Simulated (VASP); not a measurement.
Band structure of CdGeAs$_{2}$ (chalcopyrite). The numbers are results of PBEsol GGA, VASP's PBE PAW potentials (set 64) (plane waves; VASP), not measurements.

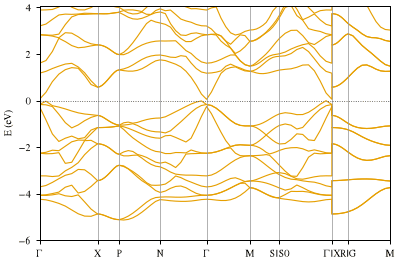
*Bands along high-symmetry lines, zero at the valence-band maximum or, without a gap, the Fermi level*

Task: Read the plot: is there a gap, and where are the band edges?

Result: The gap is indirect, 0.06 eV, from the valence maximum at S0-Γ at 0.89 to the conduction minimum at Γ. (Edges off the drawn lines would not show.)

Measured: gap 0.57 eV (computed value off by -0.51 eV), as given by Sergey N. Rashkeev et al., Physical review. B, Condensed matter (1999), arXiv:cond-mat/9809378.

The compound is CdGeAs2 in the chalcopyrite structure. It was relaxed first.
